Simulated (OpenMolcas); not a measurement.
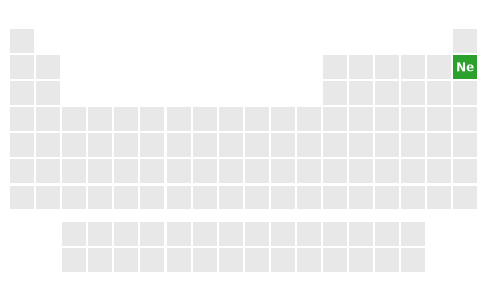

The place of neon in the periodic table.

## Ne⁵⁺: multiconfigurational calculation

- system: Ne⁵⁺.
- method: state-averaged CASSCF, active space 1 electron in the shell 2p, basis ANO-RCC-VTZP, DKH4 scalar Hamiltonian, spin-orbit coupling by RASSI with atomic mean-field integrals (OpenMolcas)

### The input
```
&GATEWAY
Coord
1

Ne 0.0 0.0 0.0
Basis=ANO-RCC-VTZP
Group=XYZ
NoMove
AngMom=0.0 0.0 0.0
AMFI
&SEWARD
Relativistic=R04O02
&RASSCF
FileOrb=start.orb
Symmetry=1
Spin=2
nActEl=1 0 0
Inactive=2 0
Ras2=0 3
CIRoot=3 3 1
SDav=3
CIMx=300
Iter=74 100
PrWF=0.3
OrbListing=Nothing
MaxOrb=0
Atom
>>> COPY $Project.JobIph JOB001
```

The file start.orb holds starting orbitals from an earlier step.

Hardware: 1 thread of Intel Xeon @ 2.90GHz (Ice Lake), 64 GiB of memory available, shared host.

Run as:
```bash
OMP_NUM_THREADS=1 MOLCAS_MEM=2252 MOLCAS_PROJECT=a pymolcas a.inp > a.log  # once for each step of the input, in one work folder
```

### Log (extracts)
```
--- SEWARD ---
Basis set label: NE.ANO-RCC...4S3P2D1F.

      Electronic valence basis set:
      ------------------
      Associated Effective Charge  10.000000 au
      Associated Actual Charge     10.000000 au
      Nuclear Model: Point charge

      Shell  nPrim  nBasis  Cartesian Spherical Contaminant
         s      14       4        X
         p       9       3        X
         d       4       2                 X
         f       3       1                 X
Relativistic=R04O02
                  Relativistic Douglas-Kroll-Hess integrals:
                    - DKH order of Hamiltonian: 4
                    - DKH order of Properties : 2
--- RASSCF ---
Wave function specifications:
      -----------------------------

      Number of closed shell electrons           4
      Number of electrons in active shells       1
      Max number of holes in RAS1 space          0
      Max nr of electrons in RAS3 space          0
      Number of inactive orbitals                2
      Number of active orbitals                  3
      Number of secondary orbitals              25
      Spin quantum number                      0.5
      State symmetry                             1
Orbital specifications:
      -----------------------

      Symmetry species                           1   2
                                                ag  au
      Frozen orbitals                            0   0
      Inactive orbitals                          2   0
      Active orbitals                            0   3
      RAS1 orbitals                              0   0
      RAS2 orbitals                              0   3
      RAS3 orbitals                              0   0
      Secondary orbitals                        12  13
      Deleted orbitals                           0   0
      Number of basis functions                 14  16
      Number of CSFs                             0
      Number of root(s) required                 3
 ************ ERROR ***********
  You can't ask for more roots
  than there are configurations
 ******************************
--- Stop Module: rasscf at  /rc=_RC_INPUT_ERROR_ ---
.####################.
.# User input error #.
.####################.
```

### What the run reported

- outcome: refused by the program

### What went wrong

This input holds a deliberate fault: wrong symmetry. The program refused the input: “You can't ask for more roots”. Caveats: RASSCF multiplicity 2: _RC_INPUT_ERROR_.
